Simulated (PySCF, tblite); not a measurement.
# C₄H₁₁AlO: geometry, infrared bands and NMR shifts

Wanted: the infrared bands and NMR shifts of C₄H₁₁AlO (`C=CC[O+](C)[AlH3-]`), by calculation.

The runs use tblite 0.8.0 and PySCF 2.14.0, with density-fitted response routines of our own; the level of theory stands in each step. All values are computed, except where a source is named. Atoms count from 0, in the outputs and in this text.

### Step 1. The starting structure

17 atoms, charge 0, multiplicity 1; geometry from: force field or distance geometry start.

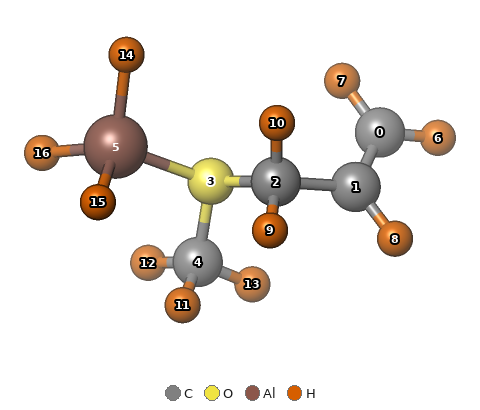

As it starts; carbon grey, oxygen yellow, aluminium brown, hydrogen orange, atoms numbered.

### Step 2. Optimising the geometry with GFN2-xTB

What the job is given:

```
{"job": {"kind": "relax", "xc": "GFN2-xTB", "basis": "xTB"}, "charge": 0, "multiplicity": 1}
C      1.786400     1.268000    -1.426100
C      1.604600     0.988900    -0.141400
C      0.248100     0.749500     0.452400
O     -0.402900    -0.348200    -0.188000
C      0.149600    -1.575300     0.311700
Al    -2.238400    -0.337000     0.226800
H      2.775800     1.438400    -1.823700
H      0.932800     1.347000    -2.091400
H      2.482700     0.918300     0.518600
H      0.317300     0.622700     1.558900
H     -0.333600     1.694200     0.273700
H      0.033000    -1.695100     1.409500
H     -0.329000    -2.441900    -0.192600
H      1.236000    -1.641500     0.051200
H     -2.904500     0.986400    -0.382800
H     -2.430100    -0.339000     1.827100
H     -2.934800    -1.623300    -0.393900
```

The run is started by

```
$ OMP_NUM_THREADS=1 python probes_run.py task.json out
```

One launch serves the whole session: the jobs run in the order shown.

**Question.** This job is followed by: GFN2-xTB harmonic vibrations, gas phase; GIAO PBE0/pcSseg-1 NMR shielding, non-relativistic, gas phase. What will the session give for the following? strongest single infrared mode (GFN2-xTB); zero-point energy (GFN2-xTB); ¹³C shifts against TMS (PBE0/pcSseg-1); ¹H shifts against TMS (PBE0/pcSseg-1, means over atoms taken as alike); ¹⁷O shifts against H2O (PBE0/pcSseg-1); ²⁷Al shifts against AlH4- (PBE0/pcSseg-1).

The runs gave:

| quantity | value |
| --- | --- |
| strongest single infrared mode (GFN2-xTB) | 788 cm⁻¹, 793 km/mol |
| zero-point energy (GFN2-xTB) | 81.9 kcal/mol |
| ¹³C shifts against TMS (PBE0/pcSseg-1) | 135.2, 126.5, 75.6, 58.4 ppm |
| ¹H shifts against TMS (PBE0/pcSseg-1, means over atoms taken as alike) | 6.09, 5.98, 5.83, 4.76, 4.36, 3.85 ppm |
| ¹⁷O shifts against H2O (PBE0/pcSseg-1) | 6.9 ppm |
| ²⁷Al shifts against AlH4- (PBE0/pcSseg-1) | 87.3 ppm |

What this shows: The optimisation took 146 steps and gained 0.763 eV; among the close pairs (by a distance rule), Al5–H15 changed most, from 1.612 to 1.581 Å. All 45 modes are real, so the xTB geometry is a minimum. The strongest single mode, at 788 cm⁻¹, has its largest shares on H16, H14 and H15 (the list is cut at 3 atoms). GFN2-xTB is a fitted tight-binding method: band positions and strengths are rough. Its intensities can rank the bands wrongly. The most deshielded carbon is C1 (alkene CH), at 135.2 ppm: as expected for a trigonal carbon in a double bond. At PBE0/pcSseg-1: The widest tensor belongs to C0: span 238 ppm, with a paramagnetic part of -196 ppm.
